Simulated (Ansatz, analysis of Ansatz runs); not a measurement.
# Migration in LaOF (R-3m): H_i hop between interstitial places, charge +1

How high is the barrier when H changes place in LaOF (R-3m)? The case: H_i hop between interstitial places, charge +1, in a cell of 36 host atoms with 1 H put in.

Calculated with Ansatz 0.2.0; plane-wave PAW DFT, PBEsol; nudged elastic band between two relaxed defect structures at fixed charge in a uniform background.

## (1) The starting structure

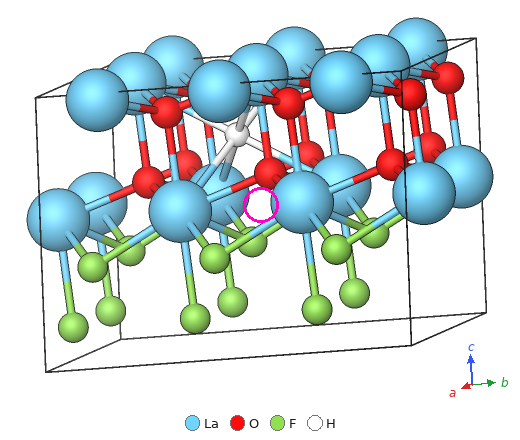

The starting structure, seen slightly off an axis (lanthanum blue, oxygen red, fluorine green, hydrogen white). A ring marks the middle of the ideal hop wherever no atom is near it. Some periodic images of atoms are drawn too.

The cell holds 37 atoms: 12 La, 12 O, 12 F and 1 H. Its edges and angles: a = 8.026 Å, b = 12.040 Å, c = 7.079 Å, α = 73.5°, β = 73.5°, γ = 60.0°. It derives from LaOF (space group R-3m). Nearest the centre at fractional (0.125, 0.750, 0.750): O15 at 1.41 Å, F17 at 1.48 Å, La8 at 2.01 Å, La32 at 2.01 Å, H37 at 2.03 Å, F12 at 3.15 Å, F36 at 3.15 Å, O9 at 3.17 Å. The cell carries charge +1.

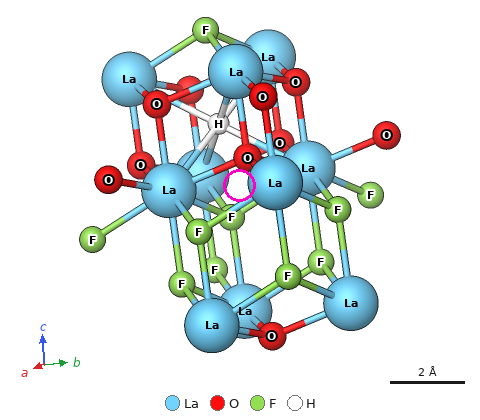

The atoms within 5 Å of the centre. A ring marks the middle of the ideal hop wherever no atom is near it.

The cell's shortest repeat is 7.1 Å.

## (2) Relaxation of the start point, charge +1

A barrier is counted from a minimum, so both ends are relaxed first. Small random displacements break the symmetry of the ideal sites, so that the defect can distort if it gains by it. The charge of +1 is set by the electron count, and a uniform background keeps the cell neutral.

Contents of qp1.start/input.yaml:

```yaml
crystal:
  lattice:
    - [-4.01323028, 6.95111875, 0.0]
    - [-12.03969085, 0.0, 0.0]
    - [-2.00661514, 1.15851979, 6.68937332]
  atoms:
    - { symbol: La, position: [0.12912111, 0.08608074, 0.22527337] }
    - { symbol: La, position: [0.37087889, 0.2472526, 0.77472663] }
    - { symbol: O, position: [0.1884472, 0.12563147, 0.86931681] }
    - { symbol: O, position: [0.3115528, 0.20770187, 0.13068319] }
    - { symbol: F, position: [0.06449263, 0.04299509, 0.6130442] }
    - { symbol: F, position: [0.43550737, 0.29033824, 0.3869558] }
    - { symbol: La, position: [0.12912111, 0.41941407, 0.22527337] }
    - { symbol: La, position: [0.37087889, 0.58058593, 0.77472663] }
    - { symbol: O, position: [0.1884472, 0.4589648, 0.86931681] }
    - { symbol: O, position: [0.3115528, 0.5410352, 0.13068319] }
    - { symbol: F, position: [0.06449263, 0.37632842, 0.6130442] }
    - { symbol: F, position: [0.43550737, 0.62367158, 0.3869558] }
    - { symbol: La, position: [0.12912111, 0.7527474, 0.22527337] }
    - { symbol: La, position: [0.37087889, 0.91391926, 0.77472663] }
    - { symbol: O, position: [0.1884472, 0.79229813, 0.86931681] }
    - { symbol: O, position: [0.3115528, 0.87436853, 0.13068319] }
    - { symbol: F, position: [0.06449263, 0.70966176, 0.6130442] }
    - { symbol: F, position: [0.43550737, 0.95700491, 0.3869558] }
    - { symbol: La, position: [0.62912111, 0.08608074, 0.22527337] }
    - { symbol: La, position: [0.87087889, 0.2472526, 0.77472663] }
    - { symbol: O, position: [0.6884472, 0.12563147, 0.86931681] }
    - { symbol: O, position: [0.8115528, 0.20770187, 0.13068319] }
    - { symbol: F, position: [0.56449263, 0.04299509, 0.6130442] }
    - { symbol: F, position: [0.93550737, 0.29033824, 0.3869558] }
    - { symbol: La, position: [0.62912111, 0.41941407, 0.22527337] }
    - { symbol: La, position: [0.87087889, 0.58058593, 0.77472663] }
    - { symbol: O, position: [0.6884472, 0.4589648, 0.86931681] }
    - { symbol: O, position: [0.8115528, 0.5410352, 0.13068319] }
    - { symbol: F, position: [0.56449263, 0.37632842, 0.6130442] }
    - { symbol: F, position: [0.93550737, 0.62367158, 0.3869558] }
    - { symbol: La, position: [0.62912111, 0.7527474, 0.22527337] }
    - { symbol: La, position: [0.87087889, 0.91391926, 0.77472663] }
    - { symbol: O, position: [0.6884472, 0.79229813, 0.86931681] }
    - { symbol: O, position: [0.8115528, 0.87436853, 0.13068319] }
    - { symbol: F, position: [0.56449263, 0.70966176, 0.6130442] }
    - { symbol: F, position: [0.93550737, 0.95700491, 0.3869558] }
    - { symbol: H, position: [1.0, 0.666667, 0.0] }
total_charge: 1
basis:
  ecutwfc: 420
  xc_grid: 2
hamiltonian:
  xc: pbesol
kpoints:
  mp_grid: { grid: [1, 1, 1] }
scf:
  occupations: { method: fixed }
  max_iter: 120
output:
  forces: true
relax:
  f_tol: 0.015
  max_steps: 70
  random_displacement: { amplitude: 0.03, seed: 3763 }
```

Run with:

```bash
$ ansatz run input.yaml --threads 4 --pin off --max-ram 7536MiB --backend cpu --events-out ev --progress --plain --runs-dir out
```

Numbers of over 12 decimals in the logs are rounded to 6 here.

Log:

```text
[... repeated set-up lines and file paths are left out, and long positions are rounded to six places ...]
The last accepted step is kept in <dir> (removed where the run ends without a failure and the disk answers)
Engine: ansatz 0.2.0, x86_64-unknown-linux-gnu
Pseudopotentials: kind: paw
Pseudopotential: La, paw, valence charge 11, recommended cutoff 420 eV (normal), La.paw.azcp
Pseudopotential: O, paw, valence charge 6, recommended cutoff 420 eV (normal), O.paw.azcp
Pseudopotential: F, paw, valence charge 7, recommended cutoff 420 eV (normal), F.paw.azcp
Pseudopotential: H, paw, valence charge 1, recommended cutoff 420 eV (normal), H.paw.azcp
Functional definition: PBEsol
  exchange = pbesol_x
  correlation = pbesol_c
Crystal: 37 atoms, lattice volume = 559.829 Å³
Basis set: ecut = 420 eV, 10937 PW (Γ), exchange–correlation on 108×162×96 points (8 copies of the dense FFT grid, shifted against one another)
Bands: 181, of which v1, the nominal top of the filled ones, is band 144 counted from 1 (143 counted from 0)
Symmetry: 1 space group operations
k-points: 1
Non-local potential: La, projectors of the file, l = 0: 3, l = 1: 2, l = 2: 2, l = 3: 3
Non-local potential: O, projectors of the file, l = 0: 2, l = 1: 2, l = 2: 1
Non-local potential: F, projectors of the file, l = 0: 2, l = 1: 2, l = 2: 1
Non-local potential: H, projectors of the file, l = 0: 2, l = 1: 1
PAW form: soft (Blöchl's): semilocal exchange-correlation on the pseudo side does not see the compensation charge
PAW frozen core: La, regenerated for the run's functional, and the local potential with it (the file was generated under x = pbe(κ = 0.804, μ = 0.219515), c = pbe(β = 0.066725))
PAW frozen core: O, regenerated for the run's functional, and the local potential with it (the file was generated under x = pbe(κ = 0.804, μ = 0.219515), c = pbe(β = 0.066725))
PAW frozen core: F, regenerated for the run's functional, and the local potential with it (the file was generated under x = pbe(κ = 0.804, μ = 0.219515), c = pbe(β = 0.066725))
PAW one-centre angular grid: La, 590 points (default); XC on 64 Gauss nodes
PAW one-centre angular grid: O, 110 points (default); XC on 64 Gauss nodes
PAW one-centre angular grid: F, 110 points (default); XC on 64 Gauss nodes
PAW one-centre angular grid: H, 110 points (default); XC on 64 Gauss nodes
Initial density: superposition of atomic densities (neutral atoms scaled as one to the charged cell's electrons: chi_scale 0, normalization atom), corrected by the library's trained network
Initial wavefunctions: pseudopotential atomic-orbital guess
Functional: x = pbesol(κ = 0.804, μ = 0.123457), c = pbesol(β = 0.046)
SCF iter   1: F=—  HF=-90368.872662 eV  |F-HF|=—  |Δ(HF+E_count)|=         —  Δρ=1.95e-2  dr2=4.89e0  ethr=1.77e-3  ⟨swp⟩=5.0  Hψ=641  notcnv=0  defer=31
preconditioner: auto → Resta (q_TF=auto, 2.442 Å⁻¹)  ε∞=4.7  [insulator: Δε(μ)=1.735 eV  Ē_g=13.274 eV  n_scr=134 (ndim 8)  ℏωp=25.5 eV  f_vac=0.066  ε∞_Penn≈4.7]
SCF iter   2: F=—  HF=-90367.749597 eV  |F-HF|=—  |Δ(HF+E_count)|=    1.12e0  Δρ=7.66e-3  dr2=6.24e-1  ethr=1.70e-3  ⟨swp⟩=3.0  Hψ=256  notcnv=0  defer=31
SCF iter   3: F=—  HF=-90367.616708 eV  |F-HF|=—  |Δ(HF+E_count)|=   1.33e-1  Δρ=4.05e-3  dr2=9.31e-2  ethr=2.17e-4  ⟨swp⟩=3.0  Hψ=276  notcnv=0  defer=32
SCF iter   4: F=—  HF=-90367.602407 eV  |F-HF|=—  |Δ(HF+E_count)|=   1.43e-2  Δρ=2.04e-3  dr2=1.67e-2  ethr=3.23e-5  ⟨swp⟩=3.0  Hψ=276  notcnv=0  defer=34
SCF iter   5: F=—  HF=-90367.600045 eV  |F-HF|=—  |Δ(HF+E_count)|=   2.36e-3  Δρ=1.10e-3  dr2=6.65e-3  ethr=5.78e-6  ⟨swp⟩=3.0  Hψ=281  notcnv=0  defer=35
SCF iter   6: F=—  HF=-90367.599182 eV  |F-HF|=—  |Δ(HF+E_count)|=   8.63e-4  Δρ=6.58e-4  dr2=3.34e-3  ethr=2.31e-6  ⟨swp⟩=3.0  Hψ=285  notcnv=0  defer=35
SCF iter   7: F=—  HF=-90367.599506 eV  |F-HF|=—  |Δ(HF+E_count)|=   3.25e-4  Δρ=1.55e-4  dr2=1.27e-4  ethr=1.16e-6  ⟨swp⟩=2.0  Hψ=218  notcnv=0  defer=35
SCF iter   8: F=—  HF=-90367.599524 eV  |F-HF|=—  |Δ(HF+E_count)|=   1.74e-5  Δρ=8.04e-5  dr2=4.78e-5  ethr=4.41e-8  ⟨swp⟩=2.0  Hψ=270  notcnv=0  defer=35
SCF iter   9: F=—  HF=-90367.599531 eV  |F-HF|=—  |Δ(HF+E_count)|=   6.96e-6  Δρ=4.41e-5  dr2=1.18e-5  ethr=1.66e-8  ⟨swp⟩=2.0  Hψ=217  notcnv=0  defer=35
SCF iter  10: F=-90367.599536 eV  HF=-90367.599534 eV  |F-HF|=1.93e-6  |Δ(HF+E_count)|=   2.95e-6  Δρ=2.02e-5  dr2=1.94e-6  ethr=1.95e-9  ⟨swp⟩=4.0  Hψ=540  notcnv=0
SCF 1 converged in 10 iterations: F = -90367.599536 eV  dr2 = 1.94e-6
  greatest PAW one-centre occupation: 0.973 electrons in one spin orbital (limit 2), on the La atom at site 25 (counted from 0), in its partial waves of l = 0
relax step   1: F+E_penalty+E_count = -90367.59953561 eV  Δ(F+E_penalty+E_count) = +0.000e0 eV  max|allowed force component| = 9.949e-1 eV/Å  Δτ_max = 0.0000 Å  (10 SCF iters, dr2 threshold 5.63e-6 eV, accepted)
[... the SCF cycles and remarks between the steps are left out from here to the last step ...]
relax step   2: F+E_penalty+E_count = -90367.00524614 eV  Δ(F+E_penalty+E_count) = +5.943e-1 eV  max|allowed force component| = 2.133e0 eV/Å  Δτ_max = 0.1803 Å  (8 SCF iters, dr2 threshold 6.19e-5 eV, rejected (line search))
relax step   3: F+E_penalty+E_count = -90367.95223064 eV  Δ(F+E_penalty+E_count) = -3.527e-1 eV  max|allowed force component| = 2.096e-1 eV/Å  Δτ_max = 0.0655 Å  (12 SCF iters, accepted)
relax step   4: F+E_penalty+E_count = -90368.00370010 eV  Δ(F+E_penalty+E_count) = -5.147e-2 eV  max|allowed force component| = 3.491e-1 eV/Å  Δτ_max = 0.0966 Å  (7 SCF iters, dr2 threshold 2.75e-6 eV, accepted)
relax step   5: F+E_penalty+E_count = -90368.10585152 eV  Δ(F+E_penalty+E_count) = -1.022e-1 eV  max|allowed force component| = 6.870e-1 eV/Å  Δτ_max = 0.1465 Å  (7 SCF iters, dr2 threshold 7.62e-6 eV, accepted)
relax step   6: F+E_penalty+E_count = -90368.34836512 eV  Δ(F+E_penalty+E_count) = -2.425e-1 eV  max|allowed force component| = 1.220e0 eV/Å  Δτ_max = 0.1957 Å  (7 SCF iters, dr2 threshold 1.00e-4 eV, accepted)
relax step   7: F+E_penalty+E_count = -90368.78133438 eV  Δ(F+E_penalty+E_count) = -4.330e-1 eV  max|allowed force component| = 1.960e0 eV/Å  Δτ_max = 0.1950 Å  (7 SCF iters, dr2 threshold 1.00e-4 eV, accepted)
relax step   8: F+E_penalty+E_count = -90369.47197583 eV  Δ(F+E_penalty+E_count) = -6.906e-1 eV  max|allowed force component| = 2.883e0 eV/Å  Δτ_max = 0.1927 Å  (6 SCF iters, dr2 threshold 1.00e-4 eV, accepted)
relax step   9: F+E_penalty+E_count = -90370.66438250 eV  Δ(F+E_penalty+E_count) = -1.192e0 eV  max|allowed force component| = 2.765e0 eV/Å  Δτ_max = 0.1981 Å  (6 SCF iters, dr2 threshold 1.00e-4 eV, accepted)
[...]
relax step  22: F+E_penalty+E_count = -90371.24777533 eV  Δ(F+E_penalty+E_count) = -5.329e-2 eV  max|allowed force component| = 2.540e-1 eV/Å  Δτ_max = 0.1952 Å  (6 SCF iters, dr2 threshold 1.00e-4 eV, accepted)
relax step  23: F+E_penalty+E_count = -90371.22624003 eV  Δ(F+E_penalty+E_count) = +2.154e-2 eV  max|allowed force component| = 3.832e-1 eV/Å  Δτ_max = 0.1898 Å  (6 SCF iters, dr2 threshold 1.53e-5 eV, rejected (line search))
relax step  24: F+E_penalty+E_count = -90371.26444787 eV  Δ(F+E_penalty+E_count) = -1.667e-2 eV  max|allowed force component| = 1.110e-1 eV/Å  Δτ_max = 0.0949 Å  (9 SCF iters, accepted)
relax step  25: F+E_penalty+E_count = -90371.26644050 eV  Δ(F+E_penalty+E_count) = -1.993e-3 eV  max|allowed force component| = 4.735e-2 eV/Å  Δτ_max = 0.0482 Å  (6 SCF iters, dr2 threshold 2.36e-6 eV, accepted)
relax step  26: F+E_penalty+E_count = -90371.26761060 eV  Δ(F+E_penalty+E_count) = -1.170e-3 eV  max|allowed force component| = 3.828e-2 eV/Å  Δτ_max = 0.0077 Å  (6 SCF iters, dr2 threshold 4.08e-7 eV, accepted)
relax step  27: F+E_penalty+E_count = -90371.26770760 eV  Δ(F+E_penalty+E_count) = -9.700e-5 eV  max|allowed force component| = 2.714e-2 eV/Å  Δτ_max = 0.0055 Å  (6 SCF iters, dr2 threshold 2.67e-7 eV, accepted)
relax step  28: F+E_penalty+E_count = -90371.26793192 eV  Δ(F+E_penalty+E_count) = -2.243e-4 eV  max|allowed force component| = 1.489e-2 eV/Å  Δτ_max = 0.0042 Å  (5 SCF iters, dr2 threshold 3.70e-7 eV, accepted)
iter 1 solved again at ethr=3.00e-11 eV; its pass at ethr=3.10e-3 eV (dr2=8.65e-8 eV) is discarded
SCF iter   1: F=—  HF=-90371.267928 eV  |F-HF|=—  |Δ(HF+E_count)|=         —  Δρ=4.79e-6  dr2=8.75e-8  ethr=3.00e-11  ⟨swp⟩=3.0  Hψ=534  notcnv=0  defer=31
SCF iter   2: F=-90371.267932 eV  HF=-90371.267932 eV  |F-HF|=4.10e-9  |Δ(HF+E_count)|=   4.40e-6  Δρ=2.53e-6  dr2=3.11e-8  ethr=3.00e-11  ⟨swp⟩=5.0  Hψ=686  notcnv=0
SCF 29 converged in 2 iterations: F = -90371.267932 eV  dr2 = 3.11e-8
relax step  29: F+E_penalty+E_count = -90371.26793193 eV  Δ(F+E_penalty+E_count) = -1.366e-8 eV  max|allowed force component| = 1.482e-2 eV/Å  Δτ_max = 0.0000 Å  (2 SCF iters, accepted)
SCF converged after 2 iterations
Free energy (F): -90371.267932 eV
Harris-Foulkes:  -90371.267932 eV  (|F-HF|=4.10e-9)
Internal energy: -90371.267932 eV  (E = F + TS)
E sigma→0 (E₀):  -90371.267932 eV
Fermi energy:    8.315815 eV
--- Per-component energies (eV) ---
  E_band       = -469.436550
  E_kinetic    = 6902.489567
  E_local      = -14437.643242  (includes V_loc(G=0)·N_el)
  E_nonlocal   = 2639.982185
  E_hartree    = 5282.976110
  E_xc         = -3497.184659
  E_vxc        = -4130.671188  (∫ρ·V_xc dr)
  E_paw        = -68104.355502  (= ΣΔE_a)
  E_vpaw       = -2009.599725  (= ΣTr[D̂ρ^β])
  E_aug_tail   = 0.052269  (compensation charges beyond the density's cutoff)
  E_ewald      = -19160.551540
  E_core_change = 2.966880  (= ΣΔE_core)
  E_smearing   = -0.000000  (= −TS)
  E_closure    = -0.000000  (closes the sum)
  E_deformation_potential = 18.988447  (in the stress; not in F)
  Σ components = -90371.267932   (vs F -90371.267932, Δ=0.00e0)
--- Forces (eV/Å), atoms counted from 1 ---
  atom   1  La     0.00653489     0.00175159     0.00134636
  atom   2  La    -0.00203215    -0.00036842    -0.00358258
  atom   3  O     -0.00144448     0.00134692    -0.00010652
  atom   4  O     -0.00504022    -0.00320178     0.00105336
  atom   5  F     -0.00026084     0.00067275     0.00020291
  atom   6  F      0.00010957    -0.00311886    -0.00076776
  atom   7  La    -0.00201327     0.00201694     0.00015673
  atom   8  La    -0.00238478    -0.00432018    -0.00231860
  atom   9  O     -0.00302895     0.00327426     0.00010307
  atom  10  O      0.00523968    -0.00237579    -0.00482543
  atom  11  F      0.00068904     0.00055631    -0.00288278
  atom  12  F     -0.00077045     0.00025806     0.00005439
  atom  13  La     0.00149716     0.00393878    -0.00099748
  atom  14  La     0.00268273    -0.00347682     0.00094014
  atom  15  O     -0.00033905     0.00075633    -0.00155945
  atom  16  O     -0.00250241    -0.00044483     0.00054428
  atom  17  F     -0.00057758    -0.00017762     0.00071406
  atom  18  F     -0.00237437    -0.00090936    -0.00033824
  atom  19  La     0.00183041     0.00457729     0.00029552
  atom  20  La    -0.00013859    -0.00434073     0.00169906
  atom  21  O      0.00039776     0.00081086     0.00125836
  atom  22  O      0.00047322    -0.00215379    -0.00100403
  atom  23  F      0.00075998     0.00141353    -0.00086367
  atom  24  F     -0.00237213     0.00084575    -0.00155376
  atom  25  La     0.00152453    -0.00147033    -0.00101816
  atom  26  La     0.00061058    -0.00304550    -0.00203845
  atom  27  O      0.00047305     0.00382514     0.00093282
  atom  28  O     -0.00102367     0.00412084     0.00181585
  atom  29  F      0.00098184     0.00208874    -0.00091514
  atom  30  F      0.00023977    -0.00034946    -0.00038291
  atom  31  La     0.00165164     0.00098031     0.00246709
  atom  32  La    -0.00071435    -0.00131310     0.00006076
  atom  33  O      0.00059565     0.00190073    -0.00088271
  atom  34  O     -0.00213734    -0.00349151    -0.00102103
  atom  35  F     -0.00008374     0.00188321    -0.00091263
  atom  36  F     -0.00033675    -0.00131351    -0.00052979
  atom  37  H      0.00328333    -0.00112350     0.01481538
  max |Σ_I F_I| component: 4.10e-5 eV/Å
--- Relaxed structure (29 steps of the walk, 26 accepted, 0 SCFs on fresh bases) ---
  F+E_penalty+E_count = -90371.26793193 eV   max|allowed force component| = 1.482e-2 eV/Å
  atoms:
    - { symbol: La, position: [0.123505, 0.084919, 0.225970] }
    - { symbol: La, position: [0.363580, 0.254537, 0.783306] }
    - { symbol: O, position: [0.182186, 0.129434, 0.871291] }
    - { symbol: O, position: [0.295802, 0.213292, 0.137930] }
    - { symbol: F, position: [0.056147, 0.047425, 0.614482] }
    - { symbol: F, position: [0.422124, 0.296256, 0.391299] }
    - { symbol: La, position: [0.103715, 0.410438, 0.256794] }
    - { symbol: La, position: [0.379951, 0.596162, 0.735498] }
    - { symbol: O, position: [0.191368, 0.468963, 0.890927] }
    - { symbol: O, position: [0.297597, 0.542801, 0.121385] }
    - { symbol: F, position: [0.056589, 0.381269, 0.626571] }
    - { symbol: F, position: [0.427455, 0.627319, 0.370999] }
    - { symbol: La, position: [0.116217, 0.760883, 0.218327] }
    - { symbol: La, position: [0.363798, 0.922441, 0.772690] }
    - { symbol: O, position: [0.189280, 0.793110, 0.862339] }
    - { symbol: O, position: [0.303632, 0.878859, 0.128068] }
    - { symbol: F, position: [0.062355, 0.713652, 0.604274] }
    - { symbol: F, position: [0.430112, 0.959983, 0.385710] }
    - { symbol: La, position: [0.619182, 0.088954, 0.229381] }
    - { symbol: La, position: [0.861199, 0.251505, 0.779921] }
    - { symbol: O, position: [0.678840, 0.130002, 0.873339] }
    - { symbol: O, position: [0.800636, 0.213030, 0.131840] }
    - { symbol: F, position: [0.556033, 0.049677, 0.615105] }
    - { symbol: F, position: [0.920117, 0.290681, 0.396133] }
    - { symbol: La, position: [0.624238, 0.418247, 0.221330] }
    - { symbol: La, position: [0.869132, 0.586956, 0.779835] }
    - { symbol: O, position: [0.679519, 0.466153, 0.865573] }
    - { symbol: O, position: [0.804109, 0.540958, 0.135295] }
    - { symbol: F, position: [0.553604, 0.383881, 0.608424] }
    - { symbol: F, position: [0.933447, 0.624691, 0.386276] }
    - { symbol: La, position: [0.625585, 0.756357, 0.220244] }
    - { symbol: La, position: [0.863590, 0.921276, 0.771339] }
    - { symbol: O, position: [0.687121, 0.794044, 0.868649] }
    - { symbol: O, position: [0.804445, 0.880583, 0.126873] }
    - { symbol: F, position: [0.566705, 0.716038, 0.602717] }
    - { symbol: F, position: [0.928382, 0.959853, 0.385031] }
    - { symbol: H, position: [1.254038, 0.514426, 0.026770] }
```

It took 31 s on 4 threads of Intel Xeon 6975P-C (Granite Rapids), shared host; peak memory 0.75 GiB.

(Part 1 of 4 ends here.)

[Logs are printed without paths, hosts, clocks, repeated set-up lines and the standing remarks that a program may print on its own settings, such as how far it seeks lower states.]

[Hosts, paths, dates, database ids (printed as entryN), source tags and the programs' standing remarks are cut or masked in the printed files.]
